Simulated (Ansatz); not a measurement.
## Geometry relaxation of Al$_{16}$BH$_{3}$ (part 3 of 3)

The same run, continued: Al$_{16}$BH$_{3}$ (slab, 20 atoms in the cell); DFT PBEsol, scalar-relativistic, plane waves, PAW, PAW set soft_1, no spin polarisation (Ansatz 0.2.0); cutoff 420 eV, 2×3×1 k-mesh, Gaussian smearing of 0.15 eV. The input holds or restrains some coordinates. Forces given for the steps count only the free coordinates. It belongs to a series of runs on one base structure; here: end point B relaxed.

Geometry of the input (Å; fractional positions):
```
8.1000  0.0000  0.0000
0.0000  5.7276  0.0000
0.0000  0.0000  17.2957
Al 0.2500  0.2500  0.0578
Al 0.7500  0.2500  0.0578
Al 0.2500  0.7500  0.0578
Al 0.7500  0.7500  0.0578
Al 0.0000  0.0000  0.1406
Al 0.5000  0.0000  0.1406
Al 0.0000  0.5000  0.1406
Al 0.5000  0.5000  0.1406
Al 0.2500  0.2500  0.2234
Al 0.7500  0.2500  0.2234
Al 0.2500  0.7500  0.2234
Al 0.7500  0.7500  0.2234
Al 0.0000  0.0000  0.3062
Al 0.5000  0.0000  0.3062
Al 0.0000  0.5000  0.3062
Al 0.5000  0.5000  0.3062
B  0.5000  0.2500  0.3958
H  0.6667  0.6667  0.2987
H  0.4086  0.4126  0.4177
H  0.4461  0.0567  0.4177
```

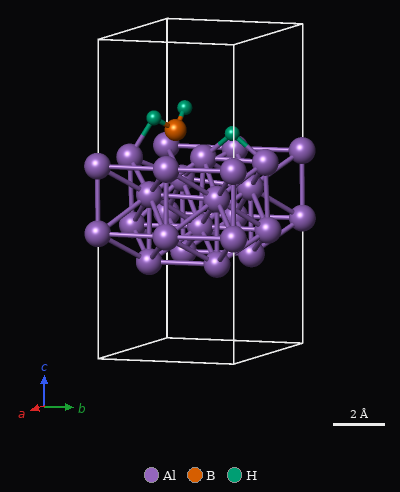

The geometry at step 12 of the log (ball-and-stick view of the cell of the calculation, with the vacuum cut short, seen slightly off an axis).

## Trajectory as extended XYZ, continued
```
20
Lattice="8.1000 0.0000 0.0000 0.0000 5.7276 0.0000 0.0000 0.0000 17.2957" Properties=species:S:1:pos:R:3:forces:R:3 step=8 energy=-8585.41778
Al    2.0250    1.4319    1.0000    0.2363   0.0834   0.1991
Al    6.0750    1.4319    1.0000   -0.1342   0.0423  -0.0650
Al    2.0250    4.2957    1.0000    0.2076  -0.1524  -0.0133
Al    6.0750    4.2957    1.0000   -0.1854  -0.0448  -0.0878
Al    0.0153   -0.0015    2.2806   -0.0027   0.0115  -0.0009
Al    4.0568   -0.0096    2.2595   -0.0023   0.0076  -0.0158
Al    0.0124    2.8653    2.2548   -0.0213  -0.0039  -0.0012
Al    4.0604    2.8528    2.2745   -0.0009  -0.0050  -0.0027
Al    2.0264    1.4010    3.7604    0.0570   0.0033   0.0886
Al    6.1321    1.4430    3.6757   -0.0045  -0.0010   0.0078
Al    2.0298    4.2304    3.6883    0.0231   0.0039   0.0043
Al    6.1494    4.3287    3.6721    0.0207   0.0010  -0.0280
Al    0.0236   -0.0170    5.0057   -0.0030   0.0069  -0.0007
Al    4.0201   -0.0096    4.9314    0.0071   0.0092  -0.0033
Al    0.0082    2.8615    4.9920   -0.0014   0.0030  -0.0061
Al    4.1387    2.8921    4.9593   -0.0019   0.0012   0.0552
B     3.5306    1.4595    6.3613   -0.1647   0.0862   0.0692
H     4.9372    4.3641    5.5919   -0.0166   0.0085   0.0904
H     2.6394    1.9032    7.0595    0.0316  -0.2433  -0.1582
H     4.2786    0.6408    6.9355   -0.0461   0.1830  -0.1307
20
Lattice="8.1000 0.0000 0.0000 0.0000 5.7276 0.0000 0.0000 0.0000 17.2957" Properties=species:S:1:pos:R:3:forces:R:3 step=9 energy=-8585.50175
Al    2.0250    1.4319    1.0000    0.2453   0.0733   0.2881
Al    6.0750    1.4319    1.0000   -0.1509   0.0462  -0.0536
Al    2.0250    4.2957    1.0000    0.1972  -0.1426  -0.0247
Al    6.0750    4.2957    1.0000   -0.1793  -0.0517  -0.1366
Al    0.0208    0.0068    2.2817    0.0190  -0.0057  -0.0057
Al    4.0568   -0.0060    2.2495   -0.0082  -0.0093  -0.0158
Al    0.0084    2.8636    2.2538   -0.0014   0.0192  -0.0086
Al    4.0603    2.8530    2.2756    0.0012   0.0158  -0.0166
Al    2.0581    1.4060    3.8059    0.0528  -0.0082   0.1041
Al    6.1289    1.4465    3.6792   -0.0141  -0.0011   0.0213
Al    2.0417    4.2349    3.6869   -0.0102   0.0187  -0.0327
Al    6.1610    4.3328    3.6571   -0.0029  -0.0088   0.0026
Al    0.0248   -0.0118    5.0053   -0.0073  -0.0005  -0.0065
Al    4.0421   -0.0108    4.9276    0.1184  -0.0811   0.0483
Al    0.0097    2.8661    4.9880   -0.0022   0.0102  -0.0054
Al    4.1487    2.9278    4.9744    0.0524   0.1027   0.0953
B     3.4493    1.4739    6.3043   -0.1770   0.0896  -0.0580
H     4.9155    4.3899    5.6788   -0.0920  -0.0186   0.0494
H     2.5048    1.7745    7.0015    0.0387  -0.1570  -0.1209
H     4.2900    0.7326    6.8596   -0.0808   0.1099  -0.1216
20
Lattice="8.1000 0.0000 0.0000 0.0000 5.7276 0.0000 0.0000 0.0000 17.2957" Properties=species:S:1:pos:R:3:forces:R:3 step=10 energy=-8585.62871
Al    2.0250    1.4319    1.0000    0.2867   0.0521   0.4237
Al    6.0750    1.4319    1.0000   -0.1634   0.0321  -0.0089
Al    2.0250    4.2957    1.0000    0.2069  -0.1052  -0.0805
Al    6.0750    4.2957    1.0000   -0.1544  -0.0356  -0.1855
Al    0.0345    0.0109    2.2813   -0.0398   0.0041   0.0018
Al    4.0557   -0.0080    2.2419    0.0059   0.0242  -0.0282
Al    0.0085    2.8702    2.2498   -0.0444  -0.0003   0.0065
Al    4.0615    2.8629    2.2722    0.0026  -0.0283  -0.0040
Al    2.1086    1.4039    3.8831    0.1385   0.0232   0.1657
Al    6.1239    1.4506    3.6883   -0.0031  -0.0023   0.0166
Al    2.0475    4.2470    3.6721    0.0332   0.0029   0.0444
Al    6.1729    4.3336    3.6454    0.0546  -0.0118  -0.0892
Al    0.0225   -0.0091    5.0018   -0.0190   0.0036  -0.0191
Al    4.1022   -0.0335    4.9363    0.0473   0.0919  -0.0031
Al    0.0123    2.8747    4.9820   -0.0002   0.0006  -0.0250
Al    4.1798    2.9941    4.9994   -0.0500  -0.1224   0.0066
B     3.3429    1.4991    6.1993   -0.2929   0.0215  -0.1760
H     4.8558    4.3957    5.7946   -0.0705   0.0675   0.2502
H     2.3706    1.6606    6.9140    0.1909  -0.1051  -0.1632
H     4.2563    0.8224    6.7414   -0.1294   0.0871  -0.1339
20
Lattice="8.1000 0.0000 0.0000 0.0000 5.7276 0.0000 0.0000 0.0000 17.2957" Properties=species:S:1:pos:R:3:forces:R:3 step=11 energy=-8585.76051
Al    2.0250    1.4319    1.0000    0.2789   0.0403   0.4960
Al    6.0750    1.4319    1.0000   -0.1697   0.0227  -0.0132
Al    2.0250    4.2957    1.0000    0.2013  -0.0806  -0.0398
Al    6.0750    4.2957    1.0000   -0.1789  -0.0275  -0.2805
Al    0.0335    0.0146    2.2782    0.0425  -0.0073   0.0055
Al    4.0583   -0.0031    2.2269   -0.0307  -0.0044  -0.0318
Al    0.0006    2.8725    2.2459    0.0445   0.0076   0.0052
Al    4.0634    2.8603    2.2677   -0.0269  -0.0006  -0.0263
Al    2.1581    1.4083    3.9375    0.0291   0.0251   0.0354
Al    6.1224    1.4518    3.6934    0.0049   0.0104  -0.0022
Al    2.0612    4.2538    3.6749   -0.0166   0.0247  -0.0171
Al    6.1910    4.3302    3.6154   -0.0356  -0.0188   0.0467
Al    0.0180   -0.0062    4.9915    0.0120  -0.0121  -0.0220
Al    4.1513   -0.0382    4.9301    0.1150  -0.0975   0.0947
Al    0.0160    2.8786    4.9694    0.0085   0.0130  -0.0179
Al    4.2002    3.0243    5.0099    0.0589   0.1023   0.0765
B     3.2450    1.5082    6.0884   -0.1482  -0.0785  -0.1227
H     4.7604    4.4161    5.9598   -0.1891   0.0091   0.0549
H     2.2959    1.5950    6.8421    0.1578  -0.0298  -0.1280
H     4.2025    0.8814    6.6283   -0.1607   0.1004  -0.1152
20
Lattice="8.1000 0.0000 0.0000 0.0000 5.7276 0.0000 0.0000 0.0000 17.2957" Properties=species:S:1:pos:R:3:forces:R:3 step=12 energy=-8585.81990
Al    2.0250    1.4319    1.0000    0.2815   0.0336   0.4842
Al    6.0750    1.4319    1.0000   -0.1530   0.0186   0.0200
Al    2.0250    4.2957    1.0000    0.2084  -0.0570  -0.1025
Al    6.0750    4.2957    1.0000   -0.1856  -0.0196  -0.1946
Al    0.0560    0.0119    2.2811   -0.0846   0.0131   0.0177
Al    4.0451   -0.0059    2.2097    0.0585   0.0373  -0.0034
Al    0.0216    2.8771    2.2483   -0.0706  -0.0222   0.0257
Al    4.0505    2.8626    2.2544    0.0583  -0.0248  -0.0158
Al    2.1814    1.4167    3.9421    0.0047   0.0060  -0.2004
Al    6.1275    1.4561    3.6911   -0.0032  -0.0052  -0.0100
Al    2.0612    4.2693    3.6633    0.0351   0.0038   0.0404
Al    6.1867    4.3232    3.6255    0.0580   0.0025  -0.0971
Al    0.0293   -0.0096    4.9779   -0.0154   0.0143   0.0085
Al    4.1966   -0.0669    4.9355   -0.0689   0.1343  -0.0340
Al    0.0264    2.8871    4.9580   -0.0033  -0.0107   0.0089
Al    4.2250    3.0607    5.0258   -0.0874  -0.1652   0.0001
B     3.1709    1.5033    5.9686    0.1086  -0.0503   0.1638
H     4.6109    4.4146    6.0853   -0.1345   0.0028   0.0473
H     2.2630    1.5648    6.7694    0.0712   0.0060  -0.0866
H     4.1522    0.9401    6.5338   -0.0781   0.0824  -0.0705
20
Lattice="8.1000 0.0000 0.0000 0.0000 5.7276 0.0000 0.0000 0.0000 17.2957" Properties=species:S:1:pos:R:3:forces:R:3 step=13 energy=-8585.85112
Al    2.0250    1.4319    1.0000    0.2324   0.0219   0.4391
Al    6.0750    1.4319    1.0000   -0.1191   0.0157  -0.0040
Al    2.0250    4.2957    1.0000    0.1765  -0.0393  -0.1138
Al    6.0750    4.2957    1.0000   -0.1714  -0.0164  -0.1756
Al    0.0424    0.0119    2.2825   -0.0207   0.0017   0.0118
Al    4.0519   -0.0028    2.1940    0.0280  -0.0023   0.0053
Al    0.0136    2.8736    2.2576   -0.0217  -0.0112   0.0122
Al    4.0562    2.8639    2.2309    0.0208   0.0134  -0.0131
Al    2.1583    1.4207    3.8796    0.0087   0.0064  -0.0915
Al    6.1168    1.4564    3.6900   -0.0103  -0.0037  -0.0136
Al    2.0467    4.2729    3.6515   -0.0283   0.0042  -0.0117
Al    6.1750    4.3284    3.6336    0.0332  -0.0025  -0.0786
Al    0.0211   -0.0013    4.9809    0.0098  -0.0003  -0.0114
Al    4.1599   -0.0662    4.9146   -0.0468  -0.0320   0.0316
Al    0.0172    2.8911    4.9640    0.0110  -0.0067  -0.0066
Al    4.1928    3.0509    4.9792   -0.0611   0.0090   0.0770
B     3.1342    1.5113    5.9250    0.0400  -0.0594   0.0839
H     4.4131    4.3932    6.1059   -0.0583   0.0544  -0.0745
H     2.2308    1.5793    6.7246    0.0281  -0.0025  -0.0247
H     4.1294    0.9764    6.4867   -0.0516   0.0489  -0.0436
20
Lattice="8.1000 0.0000 0.0000 0.0000 5.7276 0.0000 0.0000 0.0000 17.2957" Properties=species:S:1:pos:R:3:forces:R:3 step=14 energy=-8585.86191
Al    2.0250    1.4319    1.0000    0.2082   0.0173   0.3470
Al    6.0750    1.4319    1.0000   -0.1345   0.0225  -0.0374
Al    2.0250    4.2957    1.0000    0.1456  -0.0216  -0.1898
Al    6.0750    4.2957    1.0000   -0.1761  -0.0188  -0.2346
Al    0.0233    0.0128    2.2733    0.0194  -0.0091  -0.0215
Al    4.0551   -0.0030    2.1766   -0.0114   0.0078  -0.0017
Al   -0.0026    2.8666    2.2553    0.0154   0.0083  -0.0120
Al    4.0553    2.8779    2.2160    0.0013  -0.0059   0.0228
Al    2.1258    1.4338    3.8074    0.0161   0.0098   0.0370
Al    6.0817    1.4600    3.6865   -0.0309   0.0061   0.0285
Al    2.0022    4.2803    3.6241    0.0014   0.0130   0.0016
Al    6.1503    4.3305    3.6238   -0.0448  -0.0218   0.0855
Al    0.0084    0.0045    4.9625   -0.0211  -0.0110   0.0242
Al    4.0886   -0.0599    4.8809    0.0236  -0.0286  -0.0276
Al    0.0007    2.8900    4.9524   -0.0277   0.0105   0.0220
Al    4.1164    3.0646    4.9730    0.0046   0.0283  -0.0139
B     3.0597    1.5088    5.8908   -0.0123   0.0348   0.0093
H     4.2332    4.4266    6.0872    0.0266  -0.0529  -0.0101
H     2.1576    1.5571    6.6918    0.0290  -0.0058  -0.0058
H     4.0774    1.0091    6.4373   -0.0321   0.0171  -0.0230
20
Lattice="8.1000 0.0000 0.0000 0.0000 5.7276 0.0000 0.0000 0.0000 17.2957" Properties=species:S:1:pos:R:3:forces:R:3 step=15 energy=-8585.86145 accepted=F
Al    2.0250    1.4319    1.0000    0.1777   0.0263   0.4222
Al    6.0750    1.4319    1.0000   -0.1346   0.0346   0.0012
Al    2.0250    4.2957    1.0000    0.1287  -0.0268  -0.1438
Al    6.0750    4.2957    1.0000   -0.1788  -0.0302  -0.1772
Al    0.0181    0.0106    2.2806   -0.0065  -0.0007   0.0331
Al    4.0480    0.0003    2.1792   -0.0218   0.0101   0.0251
Al   -0.0049    2.8665    2.2716   -0.0014   0.0007   0.0235
Al    4.0483    2.8780    2.2239   -0.0368  -0.0061  -0.0030
Al    2.0841    1.4422    3.8430    0.0086  -0.0068  -0.0658
Al    6.0411    1.4599    3.6951    0.0564  -0.0181  -0.0298
Al    1.9699    4.2937    3.6358   -0.0118  -0.0158   0.0038
Al    6.1162    4.3204    3.6390    0.0444   0.0208  -0.0659
Al   -0.0497    0.0040    4.9842    0.0158   0.0065  -0.0369
Al    4.0605   -0.0684    4.8833   -0.0323   0.0246  -0.0061
Al   -0.0535    2.8964    4.9829    0.0192  -0.0083  -0.0495
Al    4.0799    3.0631    4.9599    0.0000   0.0100   0.0359
B     3.0461    1.5135    5.9019   -0.0192  -0.0450  -0.0237
H     4.2712    4.4075    6.0731   -0.0139   0.0138   0.0257
H     2.1683    1.5490    6.7270   -0.0202   0.0027   0.0030
H     4.0803    1.0225    6.4165    0.0267   0.0076   0.0283
20
Lattice="8.1000 0.0000 0.0000 0.0000 5.7276 0.0000 0.0000 0.0000 17.2957" Properties=species:S:1:pos:R:3:forces:R:3 step=16 energy=-8585.86496
Al    2.0250    1.4319    1.0000    0.1884   0.0244   0.3828
Al    6.0750    1.4319    1.0000   -0.1363   0.0309  -0.0102
Al    2.0250    4.2957    1.0000    0.1351  -0.0262  -0.1637
Al    6.0750    4.2957    1.0000   -0.1820  -0.0260  -0.1984
Al    0.0202    0.0115    2.2776    0.0058  -0.0034   0.0076
Al    4.0500   -0.0005    2.1782   -0.0065   0.0062   0.0104
Al   -0.0039    2.8668    2.2646    0.0092   0.0024   0.0059
Al    4.0505    2.8781    2.2223   -0.0079  -0.0045   0.0011
Al    2.1086    1.4384    3.8228   -0.0021  -0.0007  -0.0085
Al    6.0618    1.4593    3.6928    0.0113  -0.0041  -0.0090
Al    1.9854    4.2889    3.6304   -0.0081  -0.0072  -0.0005
Al    6.1329    4.3239    3.6324    0.0027   0.0003   0.0049
Al   -0.0204    0.0038    4.9743    0.0008   0.0009  -0.0091
Al    4.0764   -0.0666    4.8823   -0.0084   0.0028  -0.0079
Al   -0.0257    2.8934    4.9689   -0.0004  -0.0010  -0.0174
Al    4.0957    3.0637    4.9669    0.0048   0.0019   0.0132
B     3.0514    1.5080    5.8945   -0.0090  -0.0049  -0.0053
H     4.2504    4.4124    6.0827    0.0055  -0.0034   0.0055
H     2.1630    1.5476    6.7090   -0.0031   0.0001   0.0012
H     4.0789    1.0164    6.4260    0.0002   0.0115  -0.0025
```

## Key numbers

| quantity | value |
| --- | --- |
| outcome | converged under the restraints of the input |
| electrons treated | 54 |
| free energy | −8585.8650 eV |
| Fermi energy | −0.178 eV |
| final volume | 802.40 Å³ |
| largest force (length of the vector) at the end, held atoms and coordinates included | 0.427 eV/Å |
| hardware | 1 thread of Intel Xeon (Granite Rapids), 32 GiB of memory available, shared host |
| wall time | 82 s |
| peak memory | 0.76 GiB |

## Notes

The program warns: the PAW datasets were made with another functional.
